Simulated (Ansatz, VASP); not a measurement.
**Ru16Cl (Ru(0001)): VASP beside Ansatz**

Aim: how closely do two programs agree when they are given the same cell, functional and k mesh? The structure shown is the end of the VASP relaxation below.

Main program and level: Ansatz 0.2.0; plane waves, with VASP 6.6.1 beside it; single point at PBE.

### 1. The structure

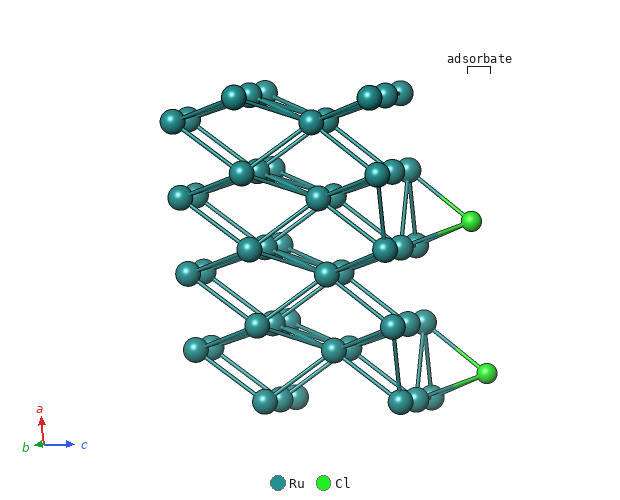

Start, viewed from the side, with the c axis across the page; ruthenium teal, chlorine green. 2×1×1 cells are drawn. Bonds to atoms that aren't drawn are left out. Some periodic images of atoms are drawn too.

The cell holds 17 atoms: 16 Ru and 1 Cl. Its edges and angles: a = 5.433 Å, b = 5.433 Å, c = 21.412 Å, α = 90.0°, β = 90.0°, γ = 60.0°. It derives from Ru. As first built, before any earlier steps moved the atoms: 1 Cl over fcc sites of a 2 x 2 cell of Ru(0001). Vacuum lies along c.

### 2. VASP: relaxation, PBE

This run makes the geometry at which the two programs are then compared.

Lines of VASP's logs that name or quote its potential files are left out, and so is its time.

The input, INCAR:

```
SYSTEM = Ru16Cl
PREC = Normal
ENCUT = 320
EDIFF = 1E-05
NELM = 120
ISMEAR = 1
SIGMA = 0.15
LREAL = Auto
ALGO = Fast
GGA = PE
NBANDS = 84
LASPH = .TRUE.
LORBIT = 11
LWAVE = .FALSE.
LCHARG = .FALSE.
KPAR = 4
NCORE = 2
IBRION = 2
NSW = 45
ISIF = 2
EDIFFG = -0.03
POTIM = 0.4
MAXMIX = 40
IDIPOL = 3
LDIPOL = .TRUE.
DIPOL = 0.5 0.5 0.512
```

The input, POSCAR:

```
Ru16Cl
1.0
    5.4331715854      0.0000000000      0.0000000000
    2.7165857927      4.7052646161      0.0000000000
    0.0000000000      0.0000000000     21.4117631522
Ru Cl
16 1
Selective dynamics
Direct
    0.8333333300      0.3333333300      0.3502747500  F F F
    0.3333333300      0.3333333300      0.3502747500  F F F
    0.8333333300      0.8333333300      0.3502747500  F F F
    0.3333333300      0.8333333300      0.3502747500  F F F
    0.0000000000      0.0000000000      0.4500915800  F F F
    0.5000000000      0.0000000000      0.4500915800  F F F
    0.0000000000      0.5000000000      0.4500915800  F F F
    0.5000000000      0.5000000000      0.4500915800  F F F
    0.8333333300      0.3333333300      0.5497010700  T T T
    0.3333333300      0.3333333300      0.5497010700  T T T
    0.8333333300      0.8333333300      0.5497010700  T T T
    0.3333333300      0.8333333300      0.5497010700  T T T
    0.0000000000      0.0000000000      0.6462621000  T T T
    0.5000000000      0.0000000000      0.6462621000  T T T
    0.0000000000      0.5000000000      0.6462621000  T T T
    0.5000000000      0.5000000000      0.6462621000  T T T
    0.1666666700      0.1666666700      0.7233225400  T T T
```

The input, KPOINTS:

```
Automatic mesh
0
Gamma
6 6 1
0 0 0
```

Potentials, in the order of the species: Ru and Cl (PBE family, release 64).

Run with:

```bash
$ mpirun -np 8 vasp_std
```

Numbers of over 12 decimals in the logs are rounded to 6 here.

The log of the run:

```text
[banner, memory and clock lines left out]
running    8 mpi-ranks, on    1 nodes
 distrk:  each k-point on    2 cores,    4 groups
 distr:  one band on    2 cores,    1 groups

 POSCAR found type information on POSCAR RuCl
 POSCAR found :  2 types and      17 ions
 LDA part: xc-table for (Slater+PW92), standard interpolation
 POSCAR, INCAR and KPOINTS ok, starting setup
 FFT: planning ... GRIDC
 FFT: planning ... GRID_SOFT
 FFT: planning ... GRID
 WAVECAR not read
 entering main loop
       N       E                     dE             d eps       ncg     rms          rms(c)
DAV:   1     0.672259985893E+03    0.67226E+03   -0.46198E+04  1184   0.942E+02
DAV:   2    -0.891094459242E+02   -0.76137E+03   -0.71716E+03  1308   0.249E+02
DAV:   3    -0.150978427949E+03   -0.61869E+02   -0.58854E+02  1816   0.618E+01
DAV:   4    -0.154047747294E+03   -0.30693E+01   -0.29827E+01  1576   0.134E+01
DAV:   5    -0.154187340130E+03   -0.13959E+00   -0.13785E+00  1864   0.275E+00    0.465E+01
RMM:   6    -0.147413918291E+03    0.67734E+01   -0.29244E+01  1197   0.182E+01    0.209E+01
RMM:   7    -0.232402819674E+03   -0.84989E+02   -0.11082E+02  1531   0.245E+01    0.612E+01
RMM:   8    -0.200712572682E+03    0.31690E+02   -0.81277E+01  1437   0.193E+01    0.531E+01
RMM:   9    -0.143070221989E+03    0.57642E+02   -0.19348E+01  1207   0.114E+01    0.680E+00
RMM:  10    -0.143495074980E+03   -0.42485E+00   -0.10244E+01  1433   0.676E+00    0.545E+00
RMM:  11    -0.143322872686E+03    0.17220E+00   -0.20421E+00  1304   0.371E+00    0.360E+00
RMM:  12    -0.143298074282E+03    0.24798E-01   -0.66697E-01  1434   0.184E+00    0.287E+00
RMM:  13    -0.143247519708E+03    0.50555E-01   -0.23854E-01  1232   0.138E+00    0.175E+00
RMM:  14    -0.143239783995E+03    0.77357E-02   -0.97124E-02  1404   0.730E-01    0.113E+00
[...]
RMM:  23    -0.143231561443E+03   -0.79765E-04   -0.45296E-05   887   0.145E-02    0.190E-02
RMM:  24    -0.143231675418E+03   -0.11397E-03   -0.36412E-05   834   0.142E-02    0.765E-03
RMM:  25    -0.143231776982E+03   -0.10156E-03   -0.13601E-05   721   0.822E-03    0.678E-03
RMM:  26    -0.143231865585E+03   -0.88603E-04   -0.84157E-06   703   0.595E-03    0.728E-03
RMM:  27    -0.143231936651E+03   -0.71066E-04   -0.38836E-06   669   0.481E-03    0.309E-03
RMM:  28    -0.143231968664E+03   -0.32013E-04   -0.18772E-06   482   0.341E-03    0.168E-03
RMM:  29    -0.143231984339E+03   -0.15675E-04   -0.15031E-06   533   0.321E-03    0.876E-04
RMM:  30    -0.143231986150E+03   -0.18116E-05   -0.43131E-07   303   0.215E-03
   1 F= -.14323199E+03 E0= -.14322864E+03  d E =-.143232E+03
[... from here on, the cycles between the ionic steps are left out ...]
   2 F= -.14354109E+03 E0= -.14353751E+03  d E =-.309106E+00
   5 F= -.14361622E+03 E0= -.14361263E+03  d E =-.391331E-01
   6 F= -.14362525E+03 E0= -.14362119E+03  d E =-.481637E-01
   7 F= -.14363950E+03 E0= -.14363457E+03  d E =-.142482E-01
   8 F= -.14364314E+03 E0= -.14363753E+03  d E =-.178970E-01
   9 F= -.14364314E+03 E0= -.14363758E+03  d E =-.178977E-01
  10 F= -.14364561E+03 E0= -.14364034E+03  d E =-.246591E-02
  11 F= -.14364685E+03 E0= -.14364191E+03  d E =-.370177E-02
  12 F= -.14364777E+03 E0= -.14364265E+03  d E =-.928248E-03
  13 F= -.14364780E+03 E0= -.14364265E+03  d E =-.950442E-03
 curvature:  -1.45 expect dE=-0.381E-03 dE for cont linesearch -0.121E-05
 trial: gam= 0.40612 g(F)=  0.263E-03 g(S)=  0.000E+00 ort =-0.317E-04 (trialstep = 0.191E+01)
 search vector abs. value=  0.435E-03
 bond charge predicted
       N       E                     dE             d eps       ncg     rms          rms(c)
DAV:   1    -0.143647922376E+03   -0.12695E-03   -0.18835E-01  1184   0.117E+00    0.798E-02
RMM:   2    -0.143648034169E+03   -0.11179E-03   -0.25859E-03  1182   0.200E-01    0.892E-02
RMM:   3    -0.143648115827E+03   -0.81658E-04   -0.73090E-04  1440   0.888E-02    0.121E-01
RMM:   4    -0.143648064774E+03    0.51053E-04   -0.10687E-04  1208   0.315E-02    0.127E-01
RMM:   5    -0.143648038288E+03    0.26486E-04   -0.63411E-05  1005   0.213E-02    0.112E-01
RMM:   6    -0.143648056298E+03   -0.18010E-04   -0.31656E-05   793   0.138E-02    0.923E-02
RMM:   7    -0.143648059447E+03   -0.31495E-05   -0.13208E-05   694   0.961E-03
  14 F= -.14364806E+03 E0= -.14364279E+03  d E =-.262329E-03
 trial-energy change:   -0.000262  1 .order   -0.000292   -0.000477   -0.000107
 step:   2.4592(harm=  2.4592)  dis= 0.00674  next Energy=  -143.648104 (dE=-0.307E-03)
 reached required accuracy - stopping structural energy minimisation
```

OUTCAR, selected parts (step 2):

```text
ion  position               nearest neighbor table
   1  0.833  0.333  0.350-   8 2.65   5 2.65   7 2.65   2 2.72   2 2.72   3 2.72   4 2.72   3 2.72
                             4 2.72
   2  0.333  0.333  0.350-   7 2.65   6 2.65   8 2.65   1 2.72   1 2.72   3 2.72   4 2.72   4 2.72
                             3 2.72
   3  0.833  0.833  0.350-   6 2.65   7 2.65   5 2.65   4 2.72   4 2.72   1 2.72   2 2.72   2 2.72
                             1 2.72
   4  0.333  0.833  0.350-   5 2.65   8 2.65   6 2.65   3 2.72   3 2.72   1 2.72   2 2.72   1 2.72
                             2 2.72
   5  0.000  0.000  0.450-  12 2.65   9 2.65  11 2.65   4 2.65   1 2.65   3 2.65   6 2.72   6 2.72
                             7 2.72   8 2.72   7 2.72   8 2.72
   6  0.500  0.000  0.450-  11 2.65  10 2.65  12 2.65   3 2.65   2 2.65   4 2.65   5 2.72   5 2.72
                             7 2.72   8 2.72   8 2.72   7 2.72
   7  0.000  0.500  0.450-  10 2.65  11 2.65   9 2.65   2 2.65   3 2.65   1 2.65   8 2.72   8 2.72
                             5 2.72   6 2.72   6 2.72   5 2.72
   8  0.500  0.500  0.450-   9 2.65  12 2.65  10 2.65   1 2.65   4 2.65   2 2.65   7 2.72   7 2.72
                             5 2.72   6 2.72   5 2.72   6 2.72
   9  0.833  0.333  0.550-  16 2.60  13 2.60  15 2.60   8 2.65   5 2.65   7 2.65  10 2.72  10 2.72
                            11 2.72  12 2.72  11 2.72  12 2.72
  10  0.333  0.333  0.550-  15 2.60  14 2.60  16 2.60   7 2.65   6 2.65   8 2.65   9 2.72   9 2.72
                            11 2.72  12 2.72  12 2.72  11 2.72
  11  0.833  0.833  0.550-  14 2.60  15 2.60  13 2.60   6 2.65   7 2.65   5 2.65  12 2.72  12 2.72
                             9 2.72  10 2.72  10 2.72   9 2.72
  12  0.333  0.833  0.550-  13 2.60  16 2.60  14 2.60   5 2.65   8 2.65   6 2.65  11 2.72  11 2.72
                             9 2.72  10 2.72   9 2.72  10 2.72
  13  0.000  0.000  0.646-  17 2.28  12 2.60   9 2.60  11 2.60  14 2.72  14 2.72  15 2.72  16 2.72
                            15 2.72  16 2.72
  14  0.500  0.000  0.646-  17 2.28  11 2.60  10 2.60  12 2.60  13 2.72  13 2.72  15 2.72  16 2.72
                            16 2.72  15 2.72
  15  0.000  0.500  0.646-  17 2.28  10 2.60  11 2.60   9 2.60  16 2.72  16 2.72  13 2.72  14 2.72
                            14 2.72  13 2.72
  16  0.500  0.500  0.646-   9 2.60  12 2.60  10 2.60  15 2.72  15 2.72  13 2.72  14 2.72  13 2.72
                            14 2.72
  17  0.167  0.167  0.723-  14 2.28  15 2.28  13 2.28

  LATTYP: Found a hexagonal cell.
 ALAT       =     5.4331715854
 C/A-ratio  =     3.9409326239

 Subroutine GETGRP returns: Found  6 space group operations
 (whereof  2 operations were pure point group operations)

The static configuration has the point symmetry C_1h.
 The point group associated with its full space group is C_3v.

 Found      7 irreducible k-points:

   k-points           NKPTS =      7   k-points in BZ     NKDIM =      7   number of bands    NBANDS=     84

   dimension x,y,z NGX =    24 NGY =   24 NGZ =   96
   dimension x,y,z NGXF=    48 NGYF=   48 NGZF=  192

   ENCUT  =  320.0 eV  23.52 Ry    4.85 a.u.   7.92  7.92 31.23*2*pi/ulx,y,z

   NELECT =     135.0000    total number of electrons

 k-points in reciprocal lattice and weights: Automatic mesh
   0.00000000  0.00000000  0.00000000       0.028
   0.16666667  0.00000000  0.00000000       0.167
   0.33333333  0.00000000  0.00000000       0.167
   0.50000000 -0.00000000  0.00000000       0.083
   0.33333333  0.16666667  0.00000000       0.167
   0.50000000  0.16666667  0.00000000       0.333
  -0.33333333  0.33333333  0.00000000       0.056

 dipolmoment           0.000000      0.000000     -0.031191 electrons x Angstroem

 average (electrostatic) potential at core
       1 -65.7917       2 -65.7917       3 -65.7934       4 -65.7917       5 -66.3004
       6 -66.3004       7 -66.3004       8 -66.2928       9 -66.3827      10 -66.3827
      11 -66.2429      12 -66.3827      13 -66.0405      14 -66.0405      15 -66.0405
      16 -65.8423      17 -94.6571

 E-fermi :   2.4475

 k-point     1 :       0.0000    0.0000    0.0000
  band No.  band energies     occupation
    ...
     53       1.4670      2.00000
     54       1.4670      2.00000
     55       1.5412      2.00000
     56       1.5412      2.00000
     57       1.5790      2.00000
     58       2.5099      0.35934
     59       2.5099      0.35934
     60       2.5169      0.30227
     61       2.5693      0.01407
     62       2.5693      0.01407
    ...

 k-point     2 :       0.1667    0.0000    0.0000
  band No.  band energies     occupation
    ...
     60       2.2235      2.05590
     61       2.3057      2.03697
     62       2.4383      1.10366
     63       2.4714      0.73469
     64       2.4884      0.55713
     65       2.5161      0.30911
     66       2.6506     -0.06663
     67       2.9267     -0.00006
     68       2.9718     -0.00001
     69       3.1651     -0.00000
    ...

 k-point     3 :       0.3333    0.0000    0.0000
  band No.  band energies     occupation
    ...
     64       2.0339      2.00068
     65       2.0807      2.00294
     66       2.1094      2.00646
     67       2.1725      2.02633
     68       2.4047      1.46184
     69       2.5878     -0.03410
     70       2.6624     -0.06106
     71       2.8166     -0.00276
     72       2.8424     -0.00126
     73       2.8447     -0.00117
    ...

  Total      -11.6658650    -11.6658650     -5.8067628      0.0000000      0.0000000      0.0000000
  in kB      -34.1458260    -34.1458260    -16.9963146      0.0000000      0.0000000      0.0000000
  external PRESSURE =     -28.4293222 kB  Pullay stress =       0.0000000 kB

  energy-cutoff  :      320.00
  volume of cell :      547.38
      direct lattice vectors                 reciprocal lattice vectors
     5.433171585  0.000000000  0.000000000     0.184054559 -0.106263949  0.000000000
     2.716585793  4.705264616  0.000000000     0.000000000  0.212527898  0.000000000
     0.000000000  0.000000000 21.411763152     0.000000000  0.000000000  0.046703300

 POSITION                                       TOTAL-FORCE (eV/Angst)
 -----------------------------------------------------------------------------------
      5.43317      1.56842      7.50000         0.021323     -0.012311      0.607944
      2.71659      1.56842      7.50000        -0.021323     -0.012311      0.607944
      6.79146      3.92105      7.50000         0.000000      0.000000      0.632797
      4.07488      3.92105      7.50000         0.000000      0.024622      0.607944
      0.00000      0.00000      9.63725        -0.070448     -0.040673     -0.668497
      2.71659      0.00000      9.63725         0.070448     -0.040673     -0.668497
      1.35829      2.35263      9.63725        -0.000000      0.081346     -0.668497
      4.07488      2.35263      9.63725        -0.000000      0.000000     -0.473705
      5.42984      1.57035     11.76862         0.002015     -0.001163     -0.016731
      2.71992      1.57035     11.76862        -0.002015     -0.001163     -0.016731
      6.79146      3.92105     11.79142         0.000000      0.000000      0.019482
      4.07488      3.91721     11.76862        -0.000000      0.002327     -0.016731
      0.01584      0.00915     13.83602        -0.000580     -0.000335      0.001687
      2.70074      0.00915     13.83602         0.000580     -0.000335      0.001687
      1.35829      2.33434     13.83602         0.000000      0.000670      0.001687
      4.07488      2.35263     13.81734        -0.000000      0.000000      0.020047
      1.35829      0.78421     15.78208         0.000000      0.000000      0.028171
 -----------------------------------------------------------------------------------
    total drift:                                0.000032      0.000019      0.007080

  FREE ENERGIE OF THE ION-ELECTRON SYSTEM (eV)
  ---------------------------------------------------
  free  energy   TOTEN  =      -143.6480594474 eV

  energy  without entropy=     -143.6322462394  energy(sigma->0) =     -143.64278838

 reached required accuracy - stopping structural energy minimisation

 vacuum level on the upper side and lower side of the slab         7.046         7.287

 total charge
# of ion       s       p       d       tot
------------------------------------------
    1        0.594   0.579   6.515   7.687
    2        0.594   0.579   6.515   7.687
    3        0.591   0.580   6.515   7.687
    4        0.594   0.579   6.515   7.687
    5        0.629   0.807   6.561   7.997
    6        0.629   0.807   6.561   7.997
    7        0.629   0.807   6.561   7.997
    8        0.630   0.811   6.566   8.007
    9        0.642   0.845   6.591   8.078
   10        0.642   0.845   6.591   8.078
   11        0.643   0.844   6.608   8.095
   12        0.642   0.845   6.591   8.078
   13        0.590   0.675   6.592   7.858
   14        0.590   0.675   6.592   7.858
   15        0.590   0.675   6.592   7.858
   16        0.605   0.588   6.602   7.796
   17        1.603   3.440   0.000   5.043
--------------------------------------------------
tot         11.438  14.982 105.069 131.489

[... 3 further parts left out ...]
```

CONTCAR:

```
Ru16Cl
   1.00000000000000
     5.4331715854000002    0.0000000000000000    0.0000000000000000
     2.7165857927000001    4.7052646161000000    0.0000000000000000
     0.0000000000000000    0.0000000000000000   21.4117631521999989
  Ru              Cl
    16     1
Selective dynamics
Direct
     0.8333333300000021    0.3333333300000021    0.3502747499999970   F   F   F
     0.3333333300000021    0.3333333300000021    0.3502747499999970   F   F   F
     0.8333333300000021    0.8333333300000021    0.3502747499999970   F   F   F
     0.3333333300000021    0.8333333300000021    0.3502747499999970   F   F   F
     0.0000000000000000    0.0000000000000000    0.4500915799999987   F   F   F
     0.5000000000000000    0.0000000000000000    0.4500915799999987   F   F   F
     0.0000000000000000    0.5000000000000000    0.4500915799999987   F   F   F
     0.5000000000000000    0.5000000000000000    0.4500915799999987   F   F   F
     0.8325155542979173    0.3337422178510445    0.5496335045518345   T   T   T
     0.3337422178510445    0.3337422178510445    0.5496335045518345   T   T   T
     0.8333333300000021    0.8333333300000021    0.5506984063677606   T   T   T
     0.3337422178510445    0.8325155542979173    0.5496335045518345   T   T   T
     0.0019440372869666    0.0019440372869664    0.6461879555087590   T   T   T
     0.4961119254260670    0.0019440372869664    0.6461879555087590   T   T   T
     0.0019440372869664    0.4961119254260670    0.6461879555087590   T   T   T
     0.5000000000000000    0.5000000000000000    0.6453152314179205   T   T   T
     0.1666666699999979    0.1666666699999979    0.7370753064793765   T   T   T
```

(Continued in part 2 of 2.)

[Lines on the potential files, build, host, timing and source positions are cut from VASP's logs without a mark.]

[Logs are printed without paths, hosts, clocks, repeated set-up lines and the standing remarks that a program may print on its own settings, such as how far it seeks lower states.]

[Hosts, paths, dates, database ids (printed as entryN), source tags and the programs' standing remarks are cut or masked in the printed files.]
